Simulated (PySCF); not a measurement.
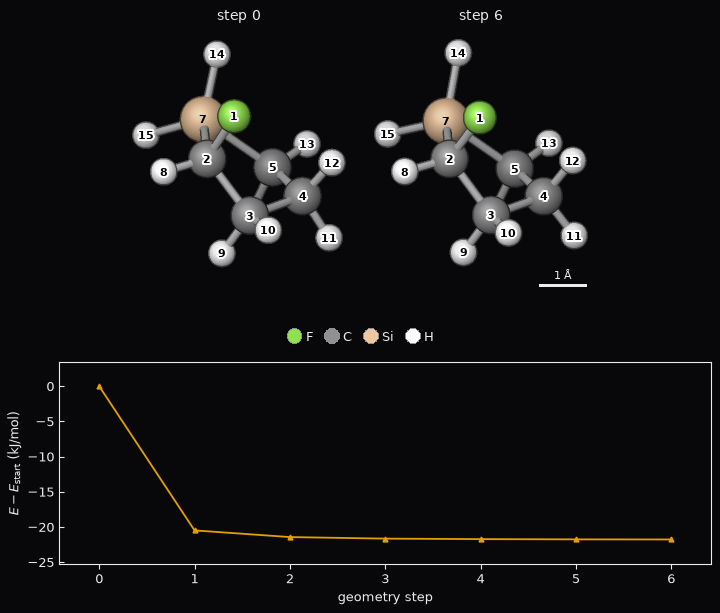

First and last geometry of a relaxation of C$_{4}$H$_{8}$F$_{2}$Si, with the history of the run. Style: ball-and-stick. Shown from a free direction.

The start comes from GFN2-xTB. Its atoms were then displaced at random by about 0.01 Å.

These are results of PySCF, PBE0-D3(BJ)/def2-SVP geometry optimisation, gas phase, not measurements. 

### Read the history and describe the run.

It converged. The energy falls by 21.8 kJ/mol in 6 geometry steps. The largest moves after the best rigid fit, 0.086 Å, are those of F and H atoms. By element the largest moves are F 0.086 Å, H 0.085 Å, Si 0.043 Å, C 0.036 Å. Among the contacts that change: H–Si 1.434 → 1.491 Å, C–C 1.575 → 1.531 Å, C–H 1.066 → 1.102 Å, H–Si 1.461 → 1.491 Å. Among the angles between lasting bonds that change: H–Si–H 116.1° → 111.2°, C–C–H 108.0° → 112.6°, F–C–H 104.1° → 107.9°. Cost: 64 s on 1 thread of Arm Neoverse V1, with other jobs on the host.

| step | E − E(0), kJ/mol |
| --- | --- |
| 0 | 0.00 |
| 1 | -20.48 |
| 2 | -21.42 |
| 3 | -21.64 |
| 4 | -21.72 |
| 5 | -21.75 |
| 6 | -21.76 |
